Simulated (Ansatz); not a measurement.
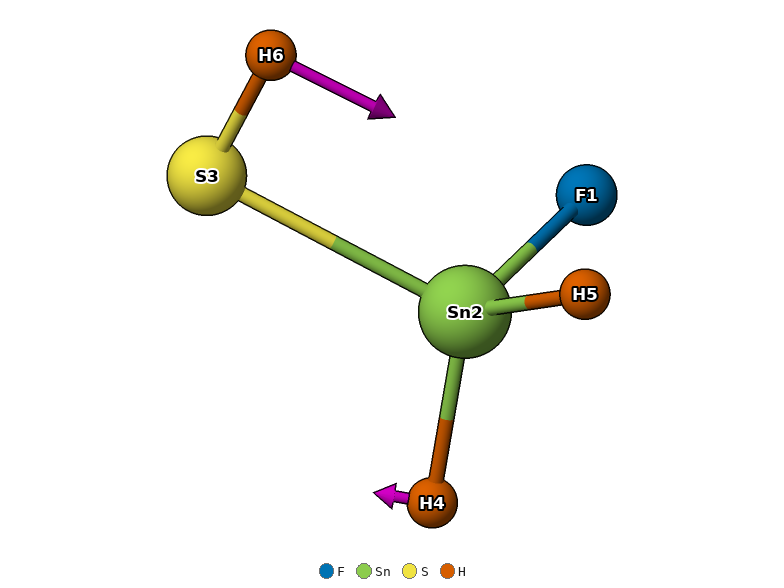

The arrows show one normal mode. Harmonic vibrations computed with RKS PBE0-D4/def2-TZVP, core potentials on Sn (Ansatz 0.2.0) at a stationary point of the same level.

> Describe the motion.

Mostly H–S–Sn bending.

> At what wavenumber does it lie?

730 cm⁻¹; it is mode 9 of 12 counted from the lowest.
